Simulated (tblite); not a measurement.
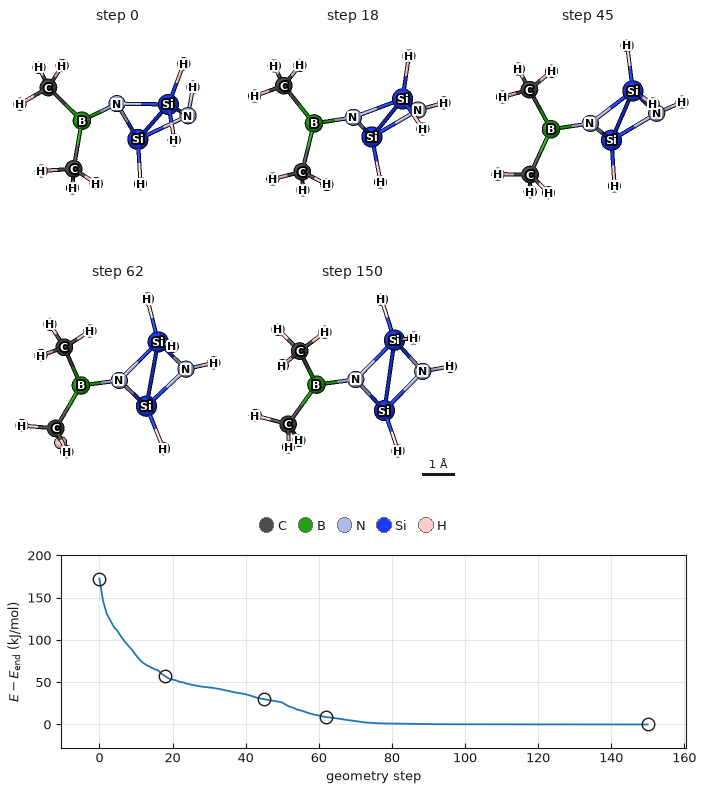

Frames of a relaxation of C$_{2}$H$_{10}$BN$_{2}$Si$_{2}$ (multiplicity 2), marked on the history of the run. Style: ball-and-stick. Shown at a tilt.

Theory: GFN2-xTB geometry optimisation, gas phase (tblite 0.8.0). 

### What happens along the run?

The atom that moves furthest after the best rigid fit is an H atom (1.89 Å). Largest moves by element: H 1.89 Å, C 0.87 Å, Si 0.77 Å, N 0.71 Å, B 0.26 Å. Some distances before and after: Si–Si 2.451 → 2.613 Å, B–N 1.511 → 1.395 Å, N–Si 1.797 → 1.739 Å, C–H 1.136 → 1.088 Å. Among the angles between lasting bonds that change: Si–N–H 108.8° → 130.7°, Si–Si–H 101.9° → 123.0°, Si–Si–H 99.9° → 120.9°. Groups turn about B–C by about 45°, B–C by about 35°. Over 150 geometry steps the energy falls by 172.7 kJ/mol. Cost: 1 s on 1 thread of Arm Neoverse V2, with other jobs on the host. From step 0 to 18: an H atom moves most (0.71 Å), energy −115.6 kJ/mol. From step 18 to 45: H atoms move most (0.84 Å), energy −27.0 kJ/mol. From step 45 to 62: an H atom moves most (0.80 Å), energy −21.3 kJ/mol. From step 62 to 150: an H atom moves most (0.53 Å), energy −8.78 kJ/mol.

```
step  E − E(0), kJ/mol
   0              0.00
   1            -26.57
   2            -41.61
   3            -49.54
   4            -57.60
   5            -62.40
   6            -69.24
   7            -74.95
   8            -80.00
   9            -84.85
  10            -90.73
  17           -112.80
  25           -125.51
  32           -130.11
  39           -136.14
  47           -144.30
  54           -154.93
  62           -163.96
  69           -168.10
  76           -171.24
  84           -172.00
  91           -172.37
  98           -172.52
 106           -172.54
 113           -172.57
 121           -172.61
 128           -172.67
 135           -172.71
 143           -172.73
 150           -172.75
```
